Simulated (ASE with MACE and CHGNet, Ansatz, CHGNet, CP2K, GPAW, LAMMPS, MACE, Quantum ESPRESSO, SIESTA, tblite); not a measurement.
**Running amorphous polyacrylonitrile (as short chains C14N4H18) at 360 K (108 atoms) with machine-learned potentials**

How do the settings of machine-learned potentials change the result for amorphous polyacrylonitrile (as short chains C14N4H18) at 360 K (108 atoms)? A plane-wave run serves as the yardstick.

Calculated with ASE with MACE and CHGNet; the method is named at each step.

### 1. Starting point

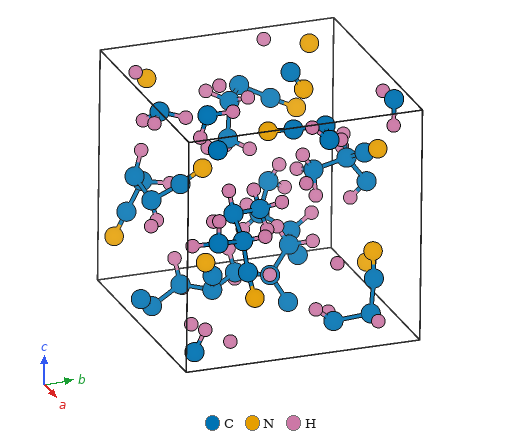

The starting structure, seen slightly off an axis (carbon blue, nitrogen orange, hydrogen pink). Bonds to atoms that aren't drawn are left out. Some periodic images of atoms are drawn too.

The cell holds 108 atoms: 42 C, 12 N and 54 H. Cell: a = 10.346 Å, b = 10.346 Å, c = 10.346 Å, α = 90.0°, β = 90.0°, γ = 90.0°. 3 polyacrylonitrile chains of 4 units with methyl end groups placed at random, at 1.09 g/cm³; overlaps pushed apart, then 20 ps at 800 K with MMFF94 bonds, angles, torsions, charges and radii (Halgren, J. Comput. Chem. 17, 490 (1996)) in harmonic and 12-6 forms. Snapshot after 30 ps at 360 K and fixed volume.

The yardstick, on the same geometry:

| Quantity | Value |
| --- | --- |
| method | Kohn-Sham DFT, PBE, SSSP efficiency 1.3.0 pseudopotentials, plane waves (Quantum ESPRESSO 7.5); sssp-pbe-1.3.0-efficiency, cutoffs 60/480 Ry, Γ point |
| r.m.s. force component | 1.208 eV/Å |
| longest force | 5.409 eV/Å |
| pressure | 3.22 GPa |
| gap (highest filled to lowest empty level) | 5.888 eV |
| time | 1.8 min on 2 MPI ranks of Arm Neoverse V2, shared host |
| CPU time | 3.6 min |

### 2. MACE MP-0b3 medium potential

Method: machine-learned interatomic potential MACE MP-0b3 medium, trained on PBE(+U) plane-wave data.

run.py reads:

```python
import numpy as np
from ase.io import read
import mlip  # loads the published weights by name

atoms = read("structure.xyz")
atoms.calc = mlip.calc("mace-mp-0b3-medium")
energy = atoms.get_potential_energy()
forces = atoms.get_forces()
print(f"energy {energy:.6f} eV")
print("forces (eV/A)")
for i, (a, f) in enumerate(zip(atoms, forces)):
    print(f"{i:4d} {a.symbol:2s} {f[0]:10.5f} {f[1]:10.5f} {f[2]:10.5f}")
stress = -atoms.get_stress(voigt=False) * 160.21766
print("stress (GPa, compression positive)")
for row in stress:
    print(" ".join(f"{x:10.4f}" for x in row))
```

structure.xyz reads:

```xyz
108
Lattice="10.34621 0.00000 0.00000 0.00000 10.34621 0.00000 0.00000 0.00000 10.34621" Properties=species:S:1:pos:R:3 pbc="T T T"
C 0.73044 7.25176 3.71770
C 1.68291 6.50435 2.75457
C 2.69498 7.49448 2.24554
C 2.27420 7.99576 0.90902
N 1.98099 8.51441 10.24844
C 4.12245 6.89006 2.27337
C 4.61193 5.87934 1.24486
C 4.79071 6.61599 0.00445
N 4.64183 7.25683 9.43202
C 3.58548 4.71042 1.12256
C 4.33548 3.42656 0.81590
C 5.32623 3.05275 1.89667
N 5.88430 2.52023 2.79213
C 3.27447 2.42050 0.77690
C 3.48605 1.08718 0.07242
C 4.39331 0.24376 0.86815
N 5.13958 9.95378 1.46916
C 4.06927 1.10001 9.05697
H 1.20430 7.53711 4.62000
H 10.22392 6.69679 3.91573
H 0.30397 8.13843 3.15239
H 2.08042 5.78105 3.40183
H 1.21444 5.95787 1.93102
H 2.69260 8.42492 2.92332
H 4.11252 6.35599 3.16904
H 4.78864 7.68237 2.59773
H 5.47025 5.53729 1.65239
H 3.00940 4.63965 1.97271
H 2.85338 4.98791 0.51152
H 4.85072 3.44136 10.20974
H 2.38242 2.84500 0.19844
H 2.87987 2.29789 1.80800
H 2.56120 0.59791 10.29272
H 4.30102 2.17446 8.72972
H 4.98594 0.52704 8.97503
H 3.24612 0.68399 8.39347
C 1.73434 5.04150 6.35195
C 1.39498 5.22701 7.88092
C 0.19130 6.10933 7.98220
C 0.49196 7.38823 7.34912
N 0.77990 8.43382 6.88613
C 10.03189 6.35423 9.44112
C 8.56718 6.73807 9.44257
C 7.67947 5.65886 9.06152
N 6.97541 4.80126 8.81942
C 8.27852 7.29967 0.45347
C 8.95051 8.69454 0.86318
C 8.35394 9.04321 2.15098
N 7.91216 9.16105 3.19160
C 8.52859 9.78017 10.18408
C 8.83432 0.93592 0.17133
C 10.01875 1.41236 9.66667
N 0.57225 1.85425 9.03690
C 7.66923 1.84152 10.23509
H 2.51785 5.71152 6.10799
H 2.11559 4.00719 6.24011
[... 48 atom lines left out ...]
H 3.84310 9.35411 6.80243
H 3.70487 7.35471 5.46114
H 5.41107 7.55635 4.91207
H 5.05071 7.09740 6.66037
```

Command:

```console
OMP_NUM_THREADS=1 python run.py > output.txt
```

Log:

```text
energy -663.841742 eV
forces (eV/A)
   0 C     0.04353    1.27677   -3.19288
   1 C    -1.37216    1.27272    0.67029
   2 C     0.43223    0.84776   -0.76794
   3 C     0.34822    0.71922    0.06726
   4 N    -0.12740   -0.43613    0.43813
   5 C    -0.99516    1.05380    0.26497
   6 C    -3.60539    1.46243   -0.80081
   7 C    -0.12375   -2.54865    3.27051
   8 N     0.14077    2.53169   -4.11874
   9 C     5.28761    0.57077    0.92945
  10 C     0.90988    0.13732    0.78897
  11 C    -0.03165   -0.99945    1.10639
  12 N    -0.57922    1.33712   -1.36155
  13 C    -3.07651   -0.71686   -0.82750
  14 C     1.98904   -0.18172    1.49168
  15 C    -1.22092    0.99419   -0.59620
  16 N     0.82661   -1.14289    0.87366
  17 C    -0.73014    1.68027   -2.02197
  18 H     0.55563    0.53337    0.98397
  19 H    -1.71219   -1.48212    0.65873
  20 H     0.59904   -0.41440    0.84421
  21 H     1.19699   -1.39855    0.75633
  22 H    -0.44972    0.10156   -0.00592
  23 H     0.14353   -1.16197   -0.77007
[...]
100 H     0.23948   -0.60084   -1.09929
 101 H    -0.21501    0.98117   -2.55306
 102 H     0.06276   -1.08478   -1.35427
 103 H    -0.30357   -0.51657   -0.31896
 104 H     0.50202    0.01784   -0.22091
 105 H     0.24888    0.05276    0.07314
 106 H    -0.34956   -0.11241    0.59635
 107 H    -0.35392    0.50026   -0.77427
stress (GPa, compression positive)
    3.7935    -0.4705     0.3816
   -0.4705     2.0557     0.0547
    0.3816     0.0547     2.3544
```

Run time: 8.6 s. Hardware: 1 thread of Arm Neoverse V2, shared host; peak memory 1.4 GiB.

Banners, paths, timers and routine set-up lines are dropped from the logs unmarked, and long logs keep their key lines alone; longer cuts are marked.

Against the reference:

| Property | Result |
| --- | --- |
| r.m.s. force component | 1.206 eV/Å |
| r.m.s. difference of force components | 169.2 meV/Å |
| longest difference of force vectors | 699 meV/Å |
| force difference over r.m.s. force | 14 % |
| slope of forces against the reference's | 0.9887 |
| correlation of force components | 0.9902 |
| pressure | 2.735 GPa |
| pressure difference | -0.4855 GPa |

Length of the force difference by element (eV/Å):

```csv
element,atoms,mean,most
C,42,0.39,0.70
H,54,0.14,0.30
N,12,0.23,0.56
```

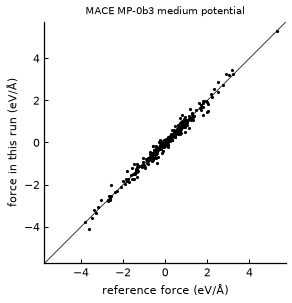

Force components against those of the reference; the line marks equality.

A closer look about N41, one of the 12 N atoms: 9 atoms, nearest first, numbered in the order of the input, with positions taken from that point.

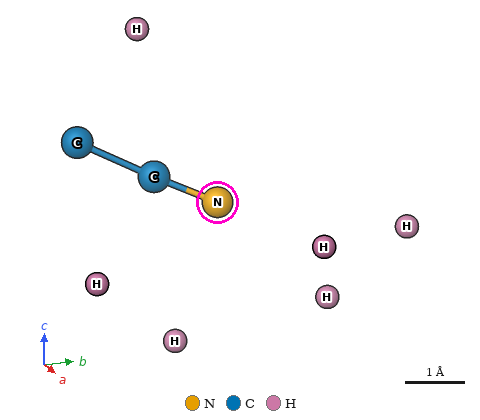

The atoms of the table, within 3.3 Å (arrows a, b, c point along x, y, z); some may hide others; the central atom is ringed.

```csv
atom,x,y,z,distance (Å),bonds,Fx,Fy,Fz (eV/Å)
N41,0.00,0.00,0.00,0.00,1,-0.49,-1.53,0.55
C40,-0.29,-1.05,0.46,1.18,2,0.10,1.55,-0.86
H19,0.42,-0.90,-2.27,2.47,1,0.56,0.53,0.98
H100,1.17,1.59,-1.51,2.48,1,0.25,-0.56,0.39
C39,-0.59,-2.32,1.10,2.64,4,-0.56,-0.49,1.89
H105,3.06,0.92,-0.08,3.20,1,0.50,0.02,-0.22
H101,1.40,2.94,-0.31,3.27,1,0.24,-0.60,-1.10
H61,-0.62,-1.24,3.00,3.31,1,1.19,0.84,0.23
H55,1.74,-2.72,-0.78,3.32,1,1.08,0.68,-0.36
```

Atoms are counted from 1 here, from 0 in the log.

Forces lie 14 % from the reference's, at 0.037 times its CPU time (on 1 against 2 cores).

### 3. MACE MP-0b2 small potential

Method: machine-learned interatomic potential MACE MP-0b2 small, trained on PBE(+U) plane-wave data.

run.py: that of step 2 with these lines changed.

```diff
@@ -5,3 +5,3 @@
 atoms = read("structure.xyz")
-atoms.calc = mlip.calc("mace-mp-0b3-medium")
+atoms.calc = mlip.calc("mace-mp-0b2-small")
 energy = atoms.get_potential_energy()
```

structure.xyz is that of step 2.

Log:

```text
energy -665.258990 eV
forces (eV/A)
   0 C    -0.11305    1.36943   -3.40255
   1 C    -1.62879    1.26969    0.64322
   2 C     0.42992    0.94887   -0.79118
   3 C     0.75101    0.31385    0.45706
   4 N    -0.02540   -0.20701    0.26650
   5 C    -0.90862    1.15649    0.19610
   6 C    -3.48761    1.49009   -0.95840
   7 C     0.03975   -2.77014    3.59518
   8 N    -0.11891    2.63917   -4.14856
   9 C     5.56495    0.65766    0.85479
  10 C     0.67091    0.39571    0.82333
  11 C     0.04751   -1.03155    1.02928
  12 N    -0.78818    1.15222   -1.35567
  13 C    -2.82537   -1.04278   -0.71924
  14 C     1.79296   -0.03758    1.74283
  15 C    -1.74764    1.20890   -0.74266
  16 N     1.19028   -1.22493    1.03870
  17 C    -0.60102    1.67787   -2.08834
  18 H     0.57229    0.51463    1.04721
  19 H    -1.70733   -1.53253    0.73808
  20 H     0.65649   -0.41265    0.84328
  21 H     1.31165   -1.42368    0.65378
  22 H    -0.52208    0.06224    0.14008
  23 H     0.13032   -1.09013   -0.82935
[...]
100 H     0.11961   -0.64822   -1.11989
 101 H    -0.06742    1.00147   -2.56975
 102 H     0.03996   -0.97164   -1.48233
 103 H    -0.33703   -0.54301   -0.49522
 104 H     0.50487    0.02401   -0.14844
 105 H     0.22239    0.14870    0.11740
 106 H    -0.28824   -0.15298    0.58096
 107 H    -0.35586    0.45120   -0.77842
stress (GPa, compression positive)
    3.6616    -0.3969     0.2997
   -0.3969     1.9378     0.0926
    0.2997     0.0926     2.0128
```

The job ended after 6.5 s (1 thread; peak memory 0.7 GiB).

Numbers from this run, and their distance from the reference:

| Item | Value |
| --- | --- |
| r.m.s. force component | 1.24 eV/Å |
| r.m.s. difference of force components | 180.2 meV/Å |
| longest difference of force vectors | 770.2 meV/Å |
| force difference over r.m.s. force | 14.92 % |
| slope of forces against the reference's | 1.016 |
| correlation of force components | 0.9895 |
| pressure | 2.537 GPa |
| pressure difference | -0.6826 GPa |

Against the first run (14 %), the force difference from the reference is 15 %, at 0.74 times the CPU time.

### 4. CHGNet 0.3.0 potential

Method: machine-learned interatomic potential CHGNet 0.3.0, trained on PBE(+U) plane-wave data.

run.py: that of step 3 with these lines changed.

```diff
@@ -5,3 +5,3 @@
 atoms = read("structure.xyz")
-atoms.calc = mlip.calc("mace-mp-0b2-small")
+atoms.calc = mlip.calc("chgnet-0.3.0")
 energy = atoms.get_potential_energy()
```

structure.xyz is that of step 3.

Log:

```text
CHGNet v0.3.0 initialized with 412,525 parameters
CHGNet will run on cpu
energy -669.352844 eV
forces (eV/A)
   0 C     0.08813    1.42963   -3.22374
   1 C    -1.52903    0.90659    0.63018
   2 C     0.58969    1.13781   -0.43046
   3 C     0.35897    0.43831    0.38409
   4 N    -0.18067   -0.14103    0.03261
   5 C    -0.59821    1.12457    0.30905
   6 C    -3.28615    1.37320   -0.85397
   7 C     0.11935   -2.71543    3.76830
   8 N     0.02224    2.68483   -4.47032
   9 C     4.55450    0.56835    1.09404
  10 C     0.79808    0.32897    0.42866
  11 C    -0.05300   -0.86260    0.53317
  12 N    -0.24498    0.95583   -0.77059
  13 C    -3.27023   -0.49804   -0.65571
  14 C     1.56836   -0.03968    1.43569
  15 C    -1.62402    0.97482   -0.91722
  16 N     1.31091   -1.32648    1.18539
  17 C    -0.50549    1.72010   -2.18621
  18 H     0.57078    0.51513    1.02824
  19 H    -1.72763   -1.43266    0.64047
  20 H     0.60137   -0.50745    0.79918
  21 H     1.12204   -1.41330    0.72389
  22 H    -0.39003    0.08641    0.04110
  23 H     0.03799   -1.12533   -0.91228
[...]
100 H     0.31086   -0.59697   -1.15922
 101 H    -0.06032    1.15708   -2.56529
 102 H    -0.00735   -1.00365   -1.20536
 103 H    -0.34078   -0.42113   -0.27828
 104 H     0.61120    0.07199   -0.23168
 105 H     0.38221    0.12522    0.14884
 106 H    -0.35865   -0.13274    0.65637
 107 H    -0.32607    0.56267   -0.77240
stress (GPa, compression positive)
    4.0309    -0.2704     0.4884
   -0.2704     2.3983    -0.2012
    0.4884    -0.2012     2.9093
```

The job ended after 4 s (1 thread; peak memory 2.2 GiB).

Against the reference:

| Item | Value |
| --- | --- |
| r.m.s. force component | 1.186 eV/Å |
| r.m.s. difference of force components | 242.1 meV/Å |
| longest difference of force vectors | 951.8 meV/Å |
| force difference over r.m.s. force | 20.04 % |
| slope of forces against the reference's | 0.9622 |
| correlation of force components | 0.9797 |
| pressure | 3.113 GPa |
| pressure difference | -0.1072 GPa |

Against the first run (14 %), the force difference from the reference is 20 %, at 0.49 times the CPU time.

### 5. All runs compared

Differences are against the plane-wave reference, forces as r.m.s. over components; share is that over the reference's r.m.s. force, slope the least-squares factor from reference forces to these. Total energies of different programs have different zeros and aren't compared.

```csv
run,"Δ force, r.m.s. (meV/Å)",share (%),slope,Δ pressure (GPa),cores,CPU time,memory (GiB)
reference,-,-,-,-,2,3.6 min,2.3
MACE MP-0b3 medium potential,169,14.0,0.989,-0.485,1,8.1 s,1.4
MACE MP-0b2 small potential,180,14.9,1.016,-0.683,1,6 s,0.7
CHGNet 0.3.0 potential,242,20.0,0.962,-0.107,1,3.9 s,2.2
```

Times of the machine-learned potentials are mostly Python's start and the loading of weights.

CPU time is summed over cores on a shared host, where runs went side by side, so it is rough. Symmetry, cutoffs, thresholds, outputs and thread counts weren't matched or tuned between programs; memory under MPI is the largest rank's times the ranks.

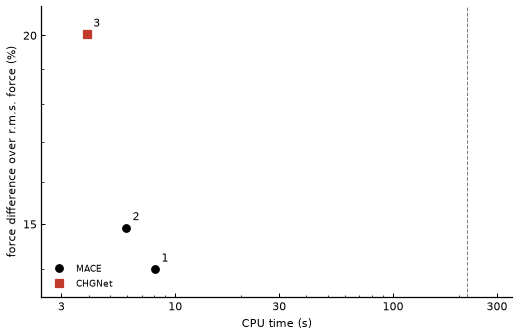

Force difference against CPU time; the dashed line marks the reference's time. Points: 1 MACE MP-0b3 medium potential; 2 MACE MP-0b2 small potential; 3 CHGNet 0.3.0 potential.

### 6. Outcome

* nearest in forces: MACE MP-0b3 medium potential, 14 %
* its CPU time: 8.1 s

Machine-learned potentials differ by 14 % (MACE MP-0b3 medium potential) to 20 % (CHGNet 0.3.0 potential); they were trained on other programs' data. The reference's pressure holds the uncorrected Pulay stress of its 60 Ry basis, so small pressure differences, and their order, may be the reference's own error. Machine-learned potentials mimic data converged in k, so the reference's own k-point error enters their differences. The network of contacts between molecules at the start is that of the classical potential that made the cell, and needn't be the one that DFT or experiment would give. The reference's PBE has no dispersion term, which matters for the binding between molecules or layers. The density was typed from a rule of thumb and may lie off the real one at this temperature. The electronic-structure runs sample only Γ, in a cell whose shortest periodic width is 10 Å.

[Also dropped from logs without a mark: logging warnings of Python, and SIESTA's first energy breakdown and zero terms.]

[Logs are printed without paths, hosts, clocks, repeated set-up lines and the standing remarks that a program may print on its own settings, such as how far it seeks lower states.]

[Hosts, paths, dates, database ids (printed as entryN), source tags and the programs' standing remarks are cut or masked in the printed files.]

[The MMFF94 radii named for the starting cell were scaled by 0.96; in molecules described by MMFF94, hydrogen bound to N, O or S took a small fixed 12-6 site in their place.]
